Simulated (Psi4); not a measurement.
# S2F2 (Thio-thionyl fluoride) at HF/def2-SVPD

Aim: the vertical electron affinity of S2F2 (Thio-thionyl fluoride) at HF/def2-SVPD, from 2 runs. 

The calculation is run with Psi4 1.11.

2 further runs of the same task are left out: 2 set aside as unsound or not needed.

### Step 1. The system as given

S2F2 has 4 atoms, charge 0, and is taken as a singlet. As SMILES, `FS(F)=S`. Geometry: relaxed at PBE0-D4/def2-TZVP.

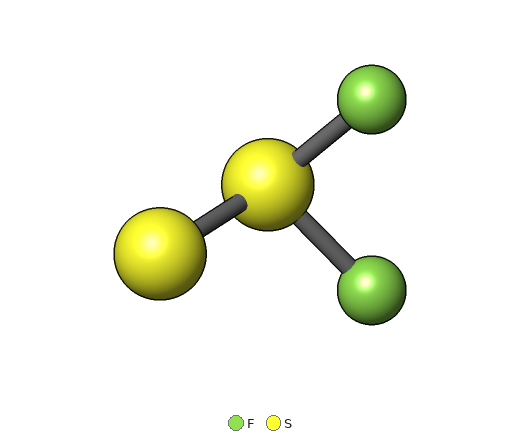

Viewed from a chosen angle; fluorine green, sulfur yellow.

### Step 2. Energy and gradient at HF/def2-SVPD

The input, job.dat:

```
memory 1.6 GB

molecule molecule1 {
  F      0.734930     0.336790     1.199050
  S     -0.480890    -0.090070     0.240730
  F      0.313460    -1.382440    -0.286190
  S     -0.567510     1.135710    -1.153590
  units angstrom
  symmetry c1
}

set basis def2-SVPD
set puream true
set e_convergence 1e-09
set d_convergence 1e-08
set scf_type pk

gradient('hf')
print_variables()
```

On the command line:

```sh
$ psi4 -i job.dat -o job.out -n 1
```

job.out:

```text
[...]
  Running in c1 symmetry.
[...]
  Nuclear repulsion =  240.671041710624763
[...]
  Multiplicity = 1
[...]
  Nalpha       = 25
  Nbeta        = 25
[...]
    Number of basis functions: 100
[...]
   @RHF iter   1:  -993.34784056197429    4.57197e-02   4.83949e-03 ADIIS/DIIS
[...]
   @RHF iter  13:  -993.45877511213087   -2.72848e-12   3.60068e-09 DIIS
[...]
    Orbital Energies [Eh]
    ---------------------
    Doubly Occupied:
       1A    -92.206863     2A    -91.952758     3A    -26.365677
       4A    -26.365671     5A     -9.214038     6A     -8.989646
       7A     -6.900822     8A     -6.900722     9A     -6.896985
      10A     -6.678052    11A     -6.673646    12A     -6.672962
      13A     -1.681290    14A     -1.624158    15A     -1.147859
      16A     -0.920406    17A     -0.804508    18A     -0.783998
      19A     -0.756050    20A     -0.720890    21A     -0.685622
      22A     -0.658047    23A     -0.527073    24A     -0.426680
      25A     -0.402655
[...]
  @RHF Final Energy:  -993.45877511213087
   => Energetics <=
    Nuclear Repulsion Energy =            240.6710417106247633
    One-Electron Energy =               -1854.3454738618631836
    Two-Electron Energy =                 620.2156570391074411
    Total Energy =                       -993.4587751121308656
[...]
 Multipole Moments:
 ------------------------------------------------------------------------------------
     Multipole            Electronic (a.u.)      Nuclear  (a.u.)        Total (a.u.)
 ------------------------------------------------------------------------------------
 L = 1.  Multiply by 2.5417464519 to convert [e a0] to [Debye]
 Dipole X            :          0.8023404           -1.2613671           -0.4590267
 Dipole Y            :         -1.3299157            1.2580585           -0.0718572
 Dipole Z            :          1.3117863           -1.0982994            0.2134869
 Magnitude           :                                                    0.5113176
[...]
  -Total Gradient:
     Atom            X                  Y                   Z
    ------   -----------------  -----------------  -----------------
       1        0.005272406885     0.003117629561     0.006166734750
       2       -0.007466607771     0.011603079768    -0.011302338478
       3        0.002633484709    -0.007669854531    -0.003150241187
       4       -0.000439283828    -0.007050854804     0.008285844911
[...]
```

Run time: 16 s. Hardware: 1 thread of Intel Xeon Platinum 8259CL at 2.50GHz (Skylake/Cascade Lake), shared host; peak memory 0.38 GiB.

### Step 3. The doublet anion: a single-point energy at UHF/def2-SVPD

The input, run_ase.py:

```python
import numpy as np
from ase.calculators.psi4 import Psi4
from ase import Atoms

a = Atoms(['F', 'S', 'F', 'S'], positions=[
    [0.734930, 0.336790, 1.199050],
    [-0.480890, -0.090070, 0.240730],
    [0.313460, -1.382440, -0.286190],
    [-0.567510, 1.135710, -1.153590],
])
calc = Psi4(atoms=a, method='hf', basis='def2-SVPD', memory='1600MB', num_threads=1, charge=-1, multiplicity=2, label='f2s2', reference='uhf')
calc.psi4.set_options({'puream': True, 'e_convergence': 1e-09, 'd_convergence': 1e-08, 'scf_type': 'pk', 'maxiter': 100})
a.calc = calc

print(f'energy: {a.get_potential_energy():.6f} eV')
```

On the command line:

```sh
$ python run_ase.py
```

f2s2.dat:

```text
[...]
  Running in c1 symmetry.
[...]
  Nuclear repulsion =  240.671041710624763
[...]
  Multiplicity = 2
[...]
  Nalpha       = 26
  Nbeta        = 25
[...]
    Number of basis functions: 100
[...]
   @UHF iter   1:  -993.35821094647349    3.53493e-02   4.35860e-03 DIIS/ADIIS
[...]
   @UHF iter  17:  -993.45176604390110   -3.29692e-12   5.15966e-09 DIIS
[...]
   @S^2 Observed:                7.685716045E-01
[...]
    Orbital Energies [Eh]
    ---------------------
    Alpha Occupied:
       1A    -91.898202     2A    -91.701726     3A    -26.116023
       4A    -26.116014     5A     -8.912186     6A     -8.738557
       7A     -6.608249     8A     -6.598006     9A     -6.594114
      10A     -6.427147    11A     -6.424431    12A     -6.422881
      13A     -1.447006    14A     -1.393427    15A     -0.904893
      16A     -0.682047    17A     -0.598094    18A     -0.548075
      19A     -0.520574    20A     -0.484188    21A     -0.448906
      22A     -0.442427    23A     -0.280100    24A     -0.227982
      25A     -0.167898    26A     -0.030768
    Alpha Virtual:
[...]
  @UHF Final Energy:  -993.45176604390110
   => Energetics <=
    Nuclear Repulsion Energy =            240.6710417106247633
    One-Electron Energy =               -1867.1797761837824510
    Two-Electron Energy =                 633.0569684292566990
    Total Energy =                       -993.4517660439011024
  UHF NO Occupations:
  HONO-2 :   24  A 1.9970408
  HONO-1 :   25  A 1.9952818
[...]
 Multipole Moments:
 ------------------------------------------------------------------------------------
     Multipole            Electronic (a.u.)      Nuclear  (a.u.)        Total (a.u.)
 ------------------------------------------------------------------------------------
 L = 1.  Multiply by 2.5417464519 to convert [e a0] to [Debye]
 Dipole X            :          1.3860625           -1.2613671            0.1246954
 Dipole Y            :         -1.7620041            1.2580585           -0.5039456
 Dipole Z            :          1.6463117           -1.0982994            0.5480123
 Magnitude           :                                                    0.7548692
[...]
```

The script printed:

```text
energy: -27033.199502 eV
```

Run time: 9.3 s. Hardware: 1 thread of Intel Xeon Platinum 8259CL at 2.50GHz (Skylake/Cascade Lake), shared host; peak memory 0.39 GiB.

### Step 4. Summary of results

At HF/def2-SVPD:

| quantity | value |
| --- | --- |
| singlet S2F2: total energy | -993.45878 Eh |
| singlet S2F2: dipole moment | 1.30 D |
| singlet S2F2: HOMO energy | -10.96 eV |
| singlet S2F2: LUMO energy | 1.14 eV |
| singlet S2F2: HOMO–LUMO gap | 12.09 eV |
| singlet S2F2: largest force on an atom | 0.917 eV/Å |
| doublet anion: total energy | -993.45177 Eh |
| doublet anion: HOMO energy (highest over α and β) | -0.84 eV |
| doublet anion: LUMO energy (lowest over α and β) | 5.46 eV |
| doublet anion: ⟨S²⟩ | 0.769 |
| vertical electron affinity (to the doublet anion) | -0.191 eV |

The anion lies 0.19 eV (4.4 kcal/mol) above the neutral: the electron isn't bound at this level, and such a value depends on the basis. Hartree–Fock misses the correlation that binds many anions. The largest force (singlet S2F2) is 0.92 eV/Å: the shape isn't a stationary point for this species at this level.
